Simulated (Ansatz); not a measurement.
## A convergence test on CsPb2Br5 (I4/mcm): k mesh of the density

How far can the k mesh of the density be lowered for the gap of CsPb2Br5 (I4/mcm)?

Main program and level: Ansatz 0.2.0; DFT, r2SCAN, plane waves, PAW.

## Step 1: Set-up

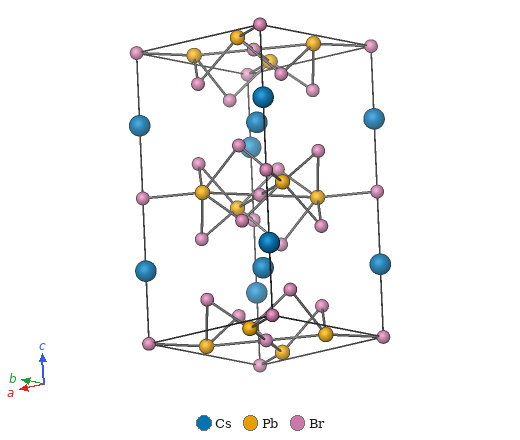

The cell as given, from a free direction (caesium blue, lead orange, bromine pink). This picture shows the conventional cell, with its axes. Some periodic images of atoms are drawn too.

As a file:

```cif
data_structure
_symmetry_space_group_name_H-M 'I4/mcm'
_symmetry_Int_Tables_number 140
_cell_length_a 8.4850
_cell_length_b 8.4850
_cell_length_c 15.2143
_cell_angle_alpha 90.000
_cell_angle_beta 90.000
_cell_angle_gamma 90.000
_cell_volume 1095.36
loop_
_atom_site_label
_atom_site_type_symbol
_atom_site_symmetry_multiplicity
_atom_site_Wyckoff_symbol
_atom_site_fract_x
_atom_site_fract_y
_atom_site_fract_z
_atom_site_occupancy
Cs1 Cs 4 a 0.50000 0.50000 0.25000 1
Pb1 Pb 8 h 0.83291 0.66709 0.00000 1
Br1 Br 4 c 0.50000 0.50000 0.00000 1
Br2 Br 16 l 0.15341 0.34659 0.37066 1
```

Geometry: measured lattice cell, ions relaxed with r2SCAN; the structure entry is the Materials Project's. The runs that relaxed it are not among those shown. Spin-orbit coupling is left out unless a step names it. The default PAW set here is soft_2. Its files were made with PBE.

## Step 2: k mesh of the density: 2×2×2

The input, input.yaml:

```yaml
crystal:
  lattice:
    - [-4.2425, 4.2425, 7.60715]
    - [4.2425, -4.2425, 7.60715]
    - [4.2425, 4.2425, -7.60715]
  atoms:
    - { symbol: Cs, position: [0.75, 0.75, 0.0] }
    - { symbol: Cs, position: [0.25, 0.25, 0.0] }
    - { symbol: Pb, position: [0.6670882456, 0.8329117544, 0.5] }
    - { symbol: Pb, position: [0.3329117544, 0.1670882456, 0.5] }
    - { symbol: Pb, position: [0.8329117544, 0.3329117544, 0.1658235089] }
    - { symbol: Pb, position: [0.1670882456, 0.6670882456, 0.8341764911] }
    - { symbol: Br, position: [0.5, 0.5, 0.0] }
    - { symbol: Br, position: [0.0, 0.0, 0.0] }
    - { symbol: Br, position: [0.7172555385, 0.5240738555, 0.5] }
    - { symbol: Br, position: [0.2827444615, 0.4759261445, 0.5] }
    - { symbol: Br, position: [0.0240738555, 0.2172555385, 0.5] }
    - { symbol: Br, position: [0.9759261445, 0.7827444615, 0.5] }
    - { symbol: Br, position: [0.5240738555, 0.0240738555, 0.8068183171] }
    - { symbol: Br, position: [0.4759261445, 0.9759261445, 0.1931816829] }
    - { symbol: Br, position: [0.2172555385, 0.7172555385, 0.1931816829] }
    - { symbol: Br, position: [0.7827444615, 0.2827444615, 0.8068183171] }
kpoints:
  mp_grid: { grid: [2, 2, 2] }
  band_path:
    path:
      - [0.0, 0.0, 0.0]
      - [0.0, 0.0, 0.5]
      - [0.25, 0.25, 0.25]
      - [0.0, 0.5, 0.0]
      - [0.5, 0.5, -0.5]
      - [0.32775705, 0.67224295, -0.32775705]
      - [-0.32775705, 0.32775705, 0.32775705]
      - [-0.15551409, 0.15551409, 0.5]
      - [-0.26220564, 0.26220564, 0.26220564]
      - [0.5, 0.5, -0.431102818]
    npoints: 1
hamiltonian:
  xc: r2scan
scf:
  occupations: { method: fixed }
  n_extra_bands: 9
output:
  eigenvalues: true
  forces: true
  stress: true
```

The run is started by

```bash
$ ansatz run input.yaml --threads 3 --pin off --max-ram 92160MiB --backend cuda --events-out ev --progress --plain --runs-dir out --devices 1 --max-vram 13GiB
```

Numbers of over 12 decimals in the logs are rounded to 6 here.

What it wrote:

```text
scf.n_extra_bands = 9 over 72 filled bands (N_el = 144.0): the run solves 81 bands
GPUs: using 1 of 1 available (devices: 1).
Engine: ansatz 0.2.0, x86_64-unknown-linux-gnu
Pseudopotentials: kind: paw
Pseudopotential: Cs, paw, valence charge 9, recommended cutoff 500 eV (meta_gga), Cs.paw.azcp
Pseudopotential: Pb, paw, valence charge 14, recommended cutoff 500 eV (meta_gga), Pb.paw.azcp
Pseudopotential: Br, paw, valence charge 7, recommended cutoff 500 eV (meta_gga), Br.paw.azcp
Functional definition: r2SCAN
  parameter k0 = 0.174
  parameter k1 = 0.065
  parameter a1 = 4.9479
  exchange = r2scan_x(k0 = k0, k1 = k1, a1 = a1)
  correlation = r2scan_c
concurrent solve slots: 2 of 3 are kept, ahead of what memory takes: no pass of the eigensolver takes more rounds on 2
device memory: the entry about to start is reckoned to put 4.8 GiB on a device that reports 38.3 GiB free (of which the cap on the GPU budget leaves the run 13.0 GiB)
GPU FFT provider: cuFFT
GPU libraries: cuBLAS 13.8.2, cuFFT 12.4.0, cuSOLVER 12.3.4
Crystal: 16 atoms, lattice volume = 547.678 Å³
Basis set: ecut = 500 eV, 13951 PW (Γ), exchange–correlation on 288×288×288 points (64 copies of the dense FFT grid, shifted against one another)
Bands: 81, of which v1, the nominal top of the filled ones, is band 72 counted from 1 (71 counted from 0)
Symmetry: 16 space group operations
Space group: I4/mcm (ITA 140), of the structure as read, at distance tolerance 8.2e-5 Å
k-points: 4 of 8
Non-local potential: Cs, projectors of the file, l = 0: 3, l = 1: 2, l = 2: 2, l = 3: 2
Non-local potential: Pb, projectors of the file, l = 0: 2, l = 1: 2, l = 2: 2, l = 3: 2
Non-local potential: Br, projectors of the file, l = 0: 2, l = 1: 2, l = 2: 2
PAW form: soft (Blöchl's): semilocal exchange-correlation on the pseudo side does not see the compensation charge
PAW frozen core: Cs, regenerated for the run's functional (the file was generated under x = pbe(κ = 0.804, μ = 0.219515), c = pbe(β = 0.066725))
PAW frozen core: Pb, regenerated for the run's functional (the file was generated under x = pbe(κ = 0.804, μ = 0.219515), c = pbe(β = 0.066725))
PAW frozen core: Br, regenerated for the run's functional (the file was generated under x = pbe(κ = 0.804, μ = 0.219515), c = pbe(β = 0.066725))
PAW one-centre angular grid: Cs, 302 points (default); XC on 160 Gauss nodes
PAW one-centre angular grid: Pb, 590 points (default); XC on 160 Gauss nodes
PAW one-centre angular grid: Br, 302 points (default); XC on 160 Gauss nodes
Initial density: superposition of atomic densities (neutral atoms: chi_scale 0, normalization atom), corrected by the library's trained network
Initial wavefunctions: pseudopotential atomic-orbital guess
GPU buffer pool allocated for 373248 grid points (all kernels)
GPU transforms: local potential and band sums: pruned to the plane-wave sphere, on 72×72×72
Functional: x = r2scan, c = r2scan; τ floored in thin density (d = 2e-4 eV/Å³)
SCF iter   1: F=—  HF=-87005.390778 eV  |F-HF|=—  |Δ(HF+E_count)|=         —  Δρ=4.07e-3  dr2=1.66e-1  dr2_τ=3.60e-2  ethr=1.77e-3  ⟨swp⟩=5.0  Hψ=1241  notcnv=0  defer=21
preconditioner: auto → Resta (q_TF=auto, 2.184 Å⁻¹)  ε∞=3.2  [insulator: Δε(μ)=3.600 eV  Ē_g=12.702 eV  n_scr=88 (ndim 8)  ℏωp=18.8 eV  f_vac=0.046  ε∞_Penn≈3.2]
SCF iter   2: F=—  HF=-87005.416714 eV  |F-HF|=—  |Δ(HF+E_count)|=   2.59e-2  Δρ=1.78e-3  dr2=3.04e-2  dr2_τ=9.44e-4  ethr=1.15e-4  ⟨swp⟩=3.0  Hψ=681  notcnv=0  defer=28
SCF iter   3: F=—  HF=-87005.413070 eV  |F-HF|=—  |Δ(HF+E_count)|=   3.64e-3  Δρ=4.02e-4  dr2=8.04e-4  dr2_τ=3.92e-5  ethr=2.11e-5  ⟨swp⟩=3.8  Hψ=613  notcnv=0  defer=28
SCF iter   4: F=—  HF=-87005.413395 eV  |F-HF|=—  |Δ(HF+E_count)|=   3.24e-4  Δρ=7.14e-5  dr2=3.12e-5  dr2_τ=1.40e-6  ethr=5.58e-7  ⟨swp⟩=2.8  Hψ=576  notcnv=0  defer=28
SCF iter   5: F=—  HF=-87005.413686 eV  |F-HF|=—  |Δ(HF+E_count)|=   2.91e-4  Δρ=1.46e-5  dr2=1.79e-6  dr2_τ=1.31e-7  ethr=2.16e-8  ⟨swp⟩=2.0  Hψ=583  notcnv=0  defer=23
SCF iter   6: F=-87005.413687 eV  HF=-87005.413687 eV  |F-HF|=6.55e-8  |Δ(HF+E_count)|=   5.33e-7  Δρ=3.87e-6  dr2=7.31e-8  dr2_τ=1.14e-8  ethr=6.94e-11  ⟨swp⟩=12.0  Hψ=2374  notcnv=0
SCF 1 converged in 6 iterations: F = -87005.413687 eV  dr2 = 7.31e-8
[...]
device memory: the entry about to start is reckoned to put 3.1 GiB on a device that reports 44.4 GiB free (of which the cap on the GPU budget leaves the run 13.0 GiB)
NSCF: frozen V_eff on 10 k-points
SCF converged after 6 iterations
Free energy (F): -87005.413687 eV
Harris-Foulkes:  -87005.413687 eV  (|F-HF|=6.55e-8)
Internal energy: -87005.413687 eV  (E = F + TS)
E sigma→0 (E₀):  -87005.413687 eV
Fermi energy:    3.300421 eV
--- Per-component energies (eV) ---
  E_band       = -730.622436
  E_kinetic    = 2769.651406
  E_local      = -8939.665374  (includes V_loc(G=0)·N_el)
  E_nonlocal   = 2161.412941
  E_hartree    = 3333.814333
  E_xc         = -3671.453785
  E_vxc        = -2005.853838  (∫ρ·V_xc dr)
  E_paw        = -74610.021689  (= ΣΔE_a)
  E_vpaw       = -1496.101915  (= ΣTr[D̂ρ^β])
  E_aug_tail   = 0.000074  (compensation charges beyond the density's cutoff)
  E_vtau       = 112.308450  (kinetic-family band-sum trace: ∫τ·v_τ [+ j·A + Jᵃ·Aᵃ] dr)
  E_ewald      = -8051.531425
  E_core_change = 2.379831  (= ΣΔE_core)
  E_smearing   = -0.000000  (= −TS)
  E_closure    = -0.000000  (closes the sum)
  Σ components = -87005.413687   (vs F -87005.413687, Δ=0.00e0)
--- Forces (eV/Å), atoms counted from 1 ---
  atom   1  Cs    -0.00000000     0.00000000    -0.00000000
  atom   2  Cs     0.00000000     0.00000000     0.00000000
  atom   3  Pb     0.01018673    -0.01018673     0.00000000
  atom   4  Pb    -0.01018673     0.01018673     0.00000000
  atom   5  Pb     0.01018673     0.01018673     0.00000000
  atom   6  Pb    -0.01018673    -0.01018673     0.00000000
  atom   7  Br     0.00000000    -0.00000000     0.00000000
  atom   8  Br     0.00000000     0.00000000     0.00000000
  atom   9  Br    -0.00340325     0.00340325     0.00193593
  atom  10  Br     0.00340325    -0.00340325    -0.00193593
  atom  11  Br     0.00340325    -0.00340325     0.00193593
  atom  12  Br    -0.00340325     0.00340325    -0.00193593
  atom  13  Br    -0.00340325    -0.00340325     0.00193593
  atom  14  Br     0.00340325     0.00340325    -0.00193593
  atom  15  Br     0.00340325     0.00340325     0.00193593
  atom  16  Br    -0.00340325    -0.00340325    -0.00193593
  max |Σ_I F_I| component: 6.51e-18 eV/Å
--- Stress (GPa, compression-positive) ---
        0.478019       0.000000       0.000000
        0.000000       0.478019       0.000000
        0.000000       0.000000       0.469923
  P = ⅓ Tr σ = 0.4753 GPa (4.753 kbar)
--- Band table (eV) ---
  k-point 0: bands = [... 68 lower, 2.7822, 2.9666, 2.9898, 2.9898, 6.8036, 7.3579, 7.4332, 7.5266, ... 5 higher]
  k-point 1: bands = [... 68 lower, 2.9493, 3.0350, 3.0788, 3.1005, 7.0567, 7.0724, 7.5699, 7.7344, ... 5 higher]
  k-point 2: bands = [... 68 lower, 2.8546, 2.8546, 3.3004, 3.3004, 7.5453, 7.5453, 7.7086, 7.7086, ... 5 higher]
  k-point 3: bands = [... 68 lower, 3.0669, 3.0714, 3.0714, 3.0908, 6.7726, 7.1360, 7.1664, 7.6482, ... 5 higher]
```

Elapsed: 9.8 s, on 1 × NVIDIA H100 80GB HBM3 (shared by 6 runs) with 3 threads of AMD EPYC 7R13 (Zen 3), shared host; peak memory 2.1 GiB.

The column dr2 measures how far the density is from self-consistency, as an energy; F and HF (Harris–Foulkes) agree once it is small.

This step gave:

```yaml
pressure: 0.4753 GPa
gap: 3.432 eV
valence_top_at: k = (-0.262, 0.262, 0.262)
conduction_bottom_at: M
least_direct_gap: 3.666 eV
```

The gap is indirect, with the least direct gap 0.23 eV higher.

## Step 3: k mesh of the density: 4×4×4 (the default)

input.yaml, the sections that differ from step 2:

```yaml
kpoints:
  mp_grid: { grid: [4, 4, 4] }
  band_path:
    path:
      - [[0.0, 0.0, 0.0], [0.0, 0.0, 0.5], [0.25, 0.25, 0.25], [0.0, 0.5, 0.0], [0.0, 0.0, 0.0], [0.5, 0.5, -0.5], [0.32775705, 0.67224295, -0.32775705]]
      - [[-0.32775705, 0.32775705, 0.32775705], [0.0, 0.0, 0.0]]
      - [[0.0, 0.0, 0.5], [-0.15551409, 0.15551409, 0.5]]
      - [[0.5, 0.5, -0.15551409], [0.5, 0.5, -0.5]]
    npoints: 10
scf:
  occupations: { method: fermi_dirac, width: 0.02 }
  n_extra_bands: 9
output:
  eigenvalues: true
  forces: true
  stress: true
  write_density: true
  write_potential: true
  elf: true
  volumetric_format: npy
# crystal, hamiltonian: as in step 2
```

What it wrote:

```text
[...]
GPUs: using 1 of 1 available (devices: 1).
[...]
GPU FFT provider: cuFFT
GPU libraries: cuBLAS 13.8.2, cuFFT 12.4.0, cuSOLVER 12.3.4
Crystal: 16 atoms, lattice volume = 547.678 Å³
Basis set: ecut = 500 eV, 13951 PW (Γ), exchange–correlation on 288×288×288 points (64 copies of the dense FFT grid, shifted against one another)
[...]
k-point 0: bands = [... 68 lower, 2.7821, 2.9663, 2.9901, 2.9901, 6.8032, 7.3577, 7.4332, 7.5267, ... 5 higher]
  k-point 1: bands = [... 68 lower, 2.8542, 2.9261, 3.0122, 3.2299, 7.0531, 7.4232, 7.6072, 7.8189, ... 5 higher]
  k-point 2: bands = [... 68 lower, 2.9495, 3.0353, 3.0791, 3.1007, 7.0564, 7.0721, 7.5699, 7.7346, ... 5 higher]
  k-point 12: bands = [... 68 lower, 3.0673, 3.0717, 3.0717, 3.0906, 6.7723, 7.1361, 7.1661, 7.6483, ... 5 higher]
[key lines of the parts left out:]
SCF converged after 6 iterations
Free energy (F): -87005.415782 eV
Fermi energy:    5.068461 eV
P = ⅓ Tr σ = 0.4717 GPa (4.717 kbar)
```

Run time: 16 s. Hardware: 1 × NVIDIA H100 80GB HBM3 (shared by 6 runs) with 3 threads; peak memory 2.4 GiB; 24 s of CPU time.

Numbers from this step:

| Property | Result |
| --- | --- |
| pressure | 0.4717 GPa |
| gap | 3.432 eV |
| valence top at | k = (-0.262, 0.262, 0.262) |
| conduction bottom at | M |
| least direct gap | 3.665 eV |

The gap is 3.432 eV, −0.001 eV from the run before at this level.

## Step 4: k mesh of the density: 6×6×6

input.yaml, the sections that differ from step 3:

```yaml
kpoints:
  mp_grid: { grid: [6, 6, 6] }
  band_path:
    path:
      - [0.0, 0.0, 0.0]
      - [0.0, 0.0, 0.5]
      - [0.25, 0.25, 0.25]
      - [0.0, 0.5, 0.0]
      - [0.5, 0.5, -0.5]
      - [0.32775705, 0.67224295, -0.32775705]
      - [-0.32775705, 0.32775705, 0.32775705]
      - [-0.15551409, 0.15551409, 0.5]
      - [-0.26220564, 0.26220564, 0.26220564]
      - [0.5, 0.5, -0.431102818]
    npoints: 1
scf:
  occupations: { method: fixed }
  n_extra_bands: 9
output:
  eigenvalues: true
  forces: true
  stress: true
# crystal, hamiltonian: as in step 3
```

What it wrote:

```text
[...]
GPUs: using 1 of 1 available (devices: 1).
[...]
GPU FFT provider: cuFFT
GPU libraries: cuBLAS 13.8.2, cuFFT 12.4.0, cuSOLVER 12.3.4
Crystal: 16 atoms, lattice volume = 547.678 Å³
Basis set: ecut = 500 eV, 13951 PW (Γ), exchange–correlation on 288×288×288 points (64 copies of the dense FFT grid, shifted against one another)
[...]
k-point 0: bands = [... 68 lower, 2.7820, 2.9663, 2.9901, 2.9901, 6.8032, 7.3577, 7.4332, 7.5267, ... 5 higher]
  k-point 1: bands = [... 68 lower, 2.8572, 2.9570, 2.9993, 3.0991, 7.0044, 7.5162, 7.5374, 7.6159, ... 5 higher]
  k-point 2: bands = [... 68 lower, 2.8806, 2.9302, 3.0260, 3.2748, 7.0655, 7.2600, 7.7223, 7.8435, ... 5 higher]
  k-point 29: bands = [... 68 lower, 3.0673, 3.0717, 3.0717, 3.0906, 6.7723, 7.1361, 7.1662, 7.6483, ... 5 higher]
[key lines of the parts left out:]
SCF converged after 6 iterations
Free energy (F): -87005.415776 eV
Fermi energy:    3.334716 eV
P = ⅓ Tr σ = 0.4718 GPa (4.718 kbar)
```

Elapsed: 11 s, on 1 × NVIDIA H100 80GB HBM3 (shared by 6 runs) with 3 threads; peak memory 2.1 GiB.

This step gave:

```yaml
pressure: 0.4718 GPa
gap: 3.432 eV
valence_top_at: k = (-0.262, 0.262, 0.262)
conduction_bottom_at: M
least_direct_gap: 3.665 eV
```

The gap is 3.432 eV, as in the run before at this level.

## Step 5: The series

Differences are against the last row; a negative gap means that bands overlap, and a run with a band path holds that path's time. Times are wall times on 1 × NVIDIA H100 80GB HBM3 (shared by 6 runs) with 3 threads of AMD EPYC 7R13 (Zen 3), shared host, good to a factor of about two.

```csv
k mesh of the density,gap (eV),direct gap (eV),gap error (eV),energy error (meV/atom),irreducible k,time
2×2×2,3.432,3.666,+0.001,+0.1,4,9.8 s
4×4×4,3.432,3.665,+0.000,+0.0,13,16 s
6×6×6,3.432,3.665,+0.000,+0.0,30,11 s
```

## Step 6: Outcome

```
2×2×2 : 3.432 eV
4×4×4 : 3.432 eV
6×6×6 : 3.432 eV
```

**Reading.** The gap holds to 0.02 eV from 2×2×2 on, the cheapest setting tried. At 2×2×2 the gap is off by +0.001 eV and the energy by +0 meV/atom. The gap is read over the mesh and added points near the edges, so meshes differ mainly through the density and, for a hybrid, the exchange operator.

[Paths, hosts, dates, memory and timing lines, banners, echoed tables and standing remarks are left out of the program output.]

[Logs are printed without paths, hosts, clocks, repeated set-up lines and the standing remarks that a program may print on its own settings, such as how far it seeks lower states.]

[Runs of the session that timed out or met a known fault of the program may be left out.]

[Cells called generated may have been cut or substituted from an entry of the Crystallography Open Database or the Materials Project.]

[Hosts, paths, dates, database ids (printed as entryN), source tags and the programs' standing remarks are cut or masked in the printed files.]
